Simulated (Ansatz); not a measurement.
# What a change does: single-point calculation on C$_{2}$H$_{5}$Cl$_{3}$OSi

System: C$_{2}$H$_{5}$Cl$_{3}$OSi.
Method of the first run: RKS SPW92 (LDA)/def2-TZVPP (Ansatz 0.2.0).

The geometry comes from this level: PBE0-D4/def2-TZVP. Text and figures count atoms from 1; the logs count them from 0 in places.

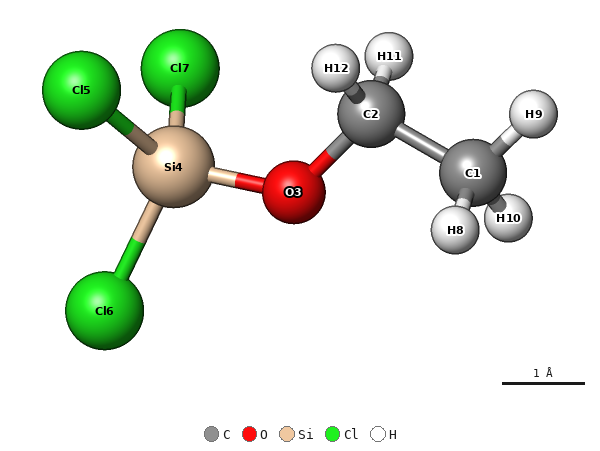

**Figure 1.** The structure (ball-and-stick view, seen at a tilt; atoms are numbered from 1 in the order of the input). Bond lengths as drawn: Cl–Si 2.02 to 2.03 Å, C–C 1.51 Å, C–H 1.09 to 1.10 Å, C–O 1.43 Å and O–Si 1.61 Å.

**Input file, the first run**
```yaml
crystal:
  periodic: [false, false, false]
  atoms:
    - {symbol: C, position_ang: [0.609295, 1.652364, 0.870504]}
    - {symbol: C, position_ang: [-0.319718, 0.564818, 0.400933]}
    - {symbol: O, position_ang: [0.437603, -0.409012, -0.316440]}
    - {symbol: Si, position_ang: [-0.137365, -1.744982, -1.000082]}
    - {symbol: Cl, position_ang: [-1.014518, -2.952205, 0.381446]}
    - {symbol: Cl, position_ang: [1.419464, -2.702866, -1.855791]}
    - {symbol: Cl, position_ang: [-1.532850, -1.300286, -2.410845]}
    - {symbol: H, position_ang: [1.379294, 1.243928, 1.527173]}
    - {symbol: H, position_ang: [0.047696, 2.408972, 1.423058]}
    - {symbol: H, position_ang: [1.097859, 2.134276, 0.021977]}
    - {symbol: H, position_ang: [-1.095683, 0.970319, -0.256916]}
    - {symbol: H, position_ang: [-0.814278, 0.079675, 1.249082]}
basis:
  gaussian: {orbitals: def2-TZVPP}
hamiltonian: {xc: lda}
output: {orbitals: {seedname: orbitals}}
```

Launched with:
```bash
ansatz run in.yaml --threads 4 --pin off --events-out ev --progress --plain --max-ram 11315MiB
```

Hardware: 4 threads of Arm Neoverse V1, 23 GiB of memory available, shared host.

**Output (the first run)**
```
Functional definition: SPW92
  exchange = slater_x
  correlation = pw_c
1976 factors; their error is unknown
mean field evaluation 1: about -49456.5901 eV, gradient 7.9e1 eV
mean field evaluation 2: about -49405.2410 eV, gradient 1.7e2 eV
mean field evaluation 4: about -49469.3879 eV, gradient 1.4e1 eV
mean field evaluation 8: about -49469.7357 eV, gradient 1.3e-1 eV
mean field evaluation 16: about -49469.6742 eV, gradient 3.7e-4 eV
mean field -49469.67418875 eV, -1817.9769946869 hartree, gradient 8.6e-5 eV, S^2 0.000000; 0 other end points of the search recorded, 0 dependent functions left out
reference -49469.67423500 eV, -1817.9769963866 hartree; 45, 45 occupied and 286, 286 virtual orbitals, 1976 factors
Total energy: -49469.67423500 eV, -1817.9769963866 hartree
```

The second run used a changed input.

**The two runs side by side**

| quantity | the first run | the second run |
| --- | --- | --- |
| outcome | converged | converged |
| total energy (hartree) | −1817.976996 | −1824.419207 |
| HOMO (eV) | −7.51 | −7.84 |
| LUMO (eV) | −1.15 | −0.39 |
| basis functions | 331 | 331 |
| wall time (shared host) | 4.6 s | 25 s |

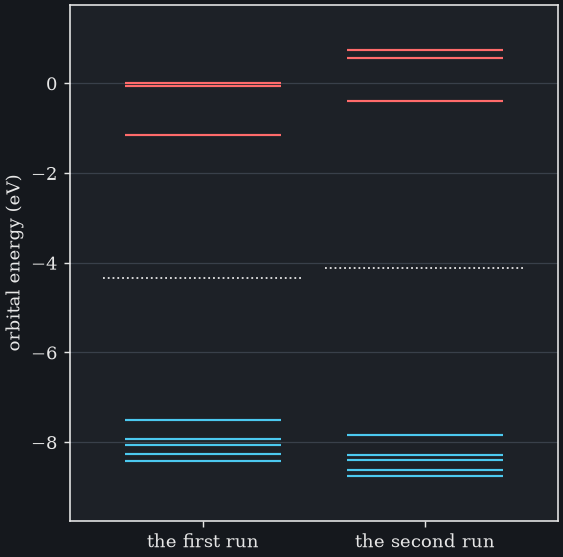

**Figure 2.** The five highest filled and three lowest empty orbital energies of the two runs; the dotted lines part filled from empty levels. The HOMO–LUMO gap is 6.36 eV in the first run and 7.45 eV in the second run.

Which change of the input explains these differences?

The change (lines with − go, lines with + come):
```diff
-hamiltonian: {xc: lda}
+hamiltonian: {xc: {name: B97M-V}}
```

The total energies belong to different methods, so their difference says nothing on which is more stable or more accurate. The HOMO goes from −7.51 to −7.84 eV. The LUMO goes from −1.15 to −0.39 eV. On the same kind of shared host the second run took about 5.4 times as long.

**Output (the second run)**
```
Functional definition: B97M-V
  parameter cx00 = 1.000
  parameter cx01 = 1.308
  parameter cx02 = 1.901
  parameter cx10 = 0.416
  parameter cx11 = 3.070
  parameter css00 = 1.000
  parameter css02 = -1.855
  parameter css10 = -5.668
  parameter css32 = -20.497
  parameter css42 = -20.364
  parameter cos00 = 1.000
  parameter cos01 = 1.573
  parameter cos03 = -6.298
  parameter cos10 = 2.535
  parameter cos32 = -6.427
  parameter b = 6.0
  parameter c = 0.01
  gx(w, u) = cx00 + cx01*u + cx02*u^2 + (cx10 + cx11*u)*w
  gss(w, u) = css00 + css02*u^2 + css10*w + (css32*w^3 + css42*w^4)*u^2
  gos(w, u) = cos00 + cos01*u + cos03*u^3 + cos10*w + cos32*w^3*u^2
  exchange = spin_sum(e_x_unif_s*gx(b97_w, b97_u_x))
  correlation = spin_sum(e_c_pw_mod_same_spin*gss(b97_w, b97_u_same))
      + integral(e_c_pw_mod_opposite_spin*gos(b97_w_opposite, b97_u_opposite)) + vv10(b, c)
1976 factors; their error is unknown
mean field evaluation 1: about -49635.9137 eV, gradient 6.6e1 eV
mean field evaluation 2: about -49616.3246 eV, gradient 1.2e2 eV
mean field evaluation 4: about -49644.9421 eV, gradient 6.7e0 eV
mean field evaluation 8: about -49645.0393 eV, gradient 3.9e-1 eV
mean field evaluation 16: about -49644.9756 eV, gradient 6.2e-4 eV
mean field -49644.97564033 eV, -1824.4192042089 hartree, gradient 3.5e-5 eV, S^2 0.000000; 0 other end points of the search recorded, 0 dependent functions left out
reference -49644.97570649 eV, -1824.4192066404 hartree; 45, 45 occupied and 286, 286 virtual orbitals, 1976 factors
Total energy: -49644.97570649 eV, -1824.4192066404 hartree
```
